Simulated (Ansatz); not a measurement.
# PBE-QIDH/def2-SVPD run of SiHCl2F (SMILES F[SiH](Cl)Cl)

Aim: the energy change on altering one bond length of SiHCl2F at PBE-QIDH/def2-SVPD, from 2 runs. 

The calculation is run with Ansatz 0.2.0.

62 further runs of the same task are left out: 62 set aside as unsound or not needed.

## Step 1: Starting point

SiHCl2F has 5 atoms, charge 0, and is taken as a singlet. SMILES: `F[SiH](Cl)Cl`. The coordinates come from a PBE0-D4/def2-TZVP relaxation.

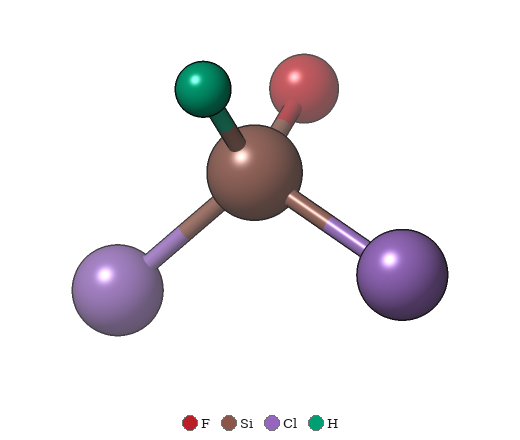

Viewed from a chosen angle; fluorine red, silicon brown, chlorine purple, hydrogen teal.

## Step 2: A single-point energy at PBE-QIDH/def2-SVPD

Input file input.yaml:

```yaml
crystal:
  periodic: [false, false, false]
  atoms:
    - {symbol: F, position_ang: [0.035500, -0.682700, 1.466900]}
    - {symbol: Si, position_ang: [0.115700, -0.048400, 0.020800]}
    - {symbol: Cl, position_ang: [-0.511900, 1.872300, 0.131500]}
    - {symbol: Cl, position_ang: [-1.092800, -1.108700, -1.208300]}
    - {symbol: H, position_ang: [1.503300, -0.106100, -0.452400]}
basis:
  gaussian: {orbitals: def2-SVPD}
hamiltonian: {xc: {name: PBE-QIDH}}
correlation: {frozen_orbitals: {Cl: 5, F: 1, H: 0, Si: 5}}
accuracy: high
output: {orbitals: {seedname: orbitals}}
```

The run is started by

```console
$ ansatz run input.yaml --threads 1 --pin off --max-ram 3480MiB --events-out events.jsonl --progress --plain --runs-dir runs
```

Standard output:

```text
Warning: RAYON_NUM_THREADS=1 ignored (pool sized by the plan → 1); use --threads N
Functional definition: PBE-QIDH
  name "PBE-QIDH"
  parameter a = 3^(-1/3)
  parameter c = 1/3
  exchange = (1 - a)*pbe_x + a*exact_x
  correlation = (1 - c)*pbe_c + c*(mp2_os + mp2_ss)
2049 factors; integrals over basis functions are off by at most 3.2e-9 eV
mean field evaluation 1: about -35618.1538 eV, gradient 2.9e1 eV
mean field evaluation 2: about -35618.2009 eV, gradient 2.9e1 eV
mean field evaluation 4: about -35619.7917 eV, gradient 1.7e0 eV
mean field evaluation 8: about -35619.8027 eV, gradient 3.0e-2 eV
mean field evaluation 16: about -35619.8027 eV, gradient 2.0e-6 eV
mean field -35619.80268400 eV, -1309.0036046675 hartree, gradient 3.2e-8 eV, S^2 0.000000; 0 other end points of the search recorded, 0 dependent functions left out
16 core orbitals not correlated: weight in the atoms' cores, before any rotation towards them, 1.000 or more for the frozen orbitals, at most 0.000 for the correlated occupied ones
reference -35619.80268516 eV, -1309.0036047103 hartree; 13, 13 occupied and 80, 80 virtual orbitals, 2049 factors
second order -17.80854255 eV of doubles, -0.00000000 eV of singles
Total energy: -35625.73886601 eV, -1309.2217553329 hartree
```

Run time: 4.8 s. Hardware: 1 thread of AMD EPYC 9R45 (Zen 5), shared host; peak memory 0.4 GiB.

## Step 3: The distorted shape at the same level

Input file run.yaml:

```yaml
crystal:
  periodic: [false, false, false]
  atoms:
    - {symbol: F, position_ang: [-0.380816, -0.665389, 1.608872]}
    - {symbol: Si, position_ang: [-0.300616, -0.031089, 0.162772]}
    - {symbol: Cl, position_ang: [-0.928216, 1.889611, 0.273472]}
    - {symbol: Cl, position_ang: [-1.509116, -1.091389, -1.066328]}
    - {symbol: H, position_ang: [1.503300, -0.106100, -0.452400]}
basis:
  gaussian:
    orbitals: def2-SVPD
output: {orbitals: {seedname: orbitals}}
accuracy: high
hamiltonian:
  xc: {name: PBE-QIDH}
correlation:
  frozen_orbitals: {Cl: 5, F: 1, H: 0, Si: 5}
```

The run is started by

```console
$ ansatz run run.yaml --threads 1 --pin off --max-ram 3480MiB --events-out events.jsonl --progress --plain --runs-dir runs
```

Standard output, shortened:

```text
Warning: RAYON_NUM_THREADS=1 ignored (pool sized by the plan → 1); use --threads N
[... 2 set-up lines as earlier in the session ...]
[...]
2051 factors; integrals over basis functions are off by at most 3.6e-9 eV
[...]
mean field -35618.61097531 eV, -1308.9598101810 hartree, gradient 4.5e-8 eV, S^2 0.000000; 0 other end points of the search recorded, 0 dependent functions left out
16 core orbitals not correlated: weight in the atoms' cores, before any rotation towards them, 1.000 or more for the frozen orbitals, at most 0.000 for the correlated occupied ones
reference -35618.61097647 eV, -1308.9598102234 hartree; 13, 13 occupied and 80, 80 virtual orbitals, 2051 factors
second order -17.97658528 eV of doubles, -0.00000000 eV of singles
Total energy: -35624.60317156 eV, -1309.1800193315 hartree
```

It took 4.8 s on 1 thread of AMD EPYC 9R45 (Zen 5), shared host; peak memory 0.4 GiB.

## Step 4: Summary of results

At PBE-QIDH/def2-SVPD, 16 core orbitals frozen:

| quantity | value |
| --- | --- |
| first shape: total energy | -1309.22176 Eh |
| first shape: HOMO energy (SCF part's orbitals) | -12.00 eV |
| first shape: LUMO energy (SCF part's orbitals) | 1.52 eV |
| first shape: HOMO–LUMO gap (SCF part's orbitals) | 13.52 eV |
| distorted shape: total energy | -1309.18002 Eh |
| distorted shape: HOMO energy (SCF part's orbitals) | -11.26 eV |
| distorted shape: LUMO energy (SCF part's orbitals) | 0.68 eV |
| distorted shape: HOMO–LUMO gap (SCF part's orbitals) | 11.94 eV |
| energy change with the Si2–H5 bond stretched from 1.467 to 1.907 Å | 1.136 eV |

With the Si2–H5 bond stretched from 1.467 to 1.907 Å the energy rises by 1.14 eV (26 kcal/mol). The first shape isn't relaxed at this level, so the change isn't measured from a minimum.
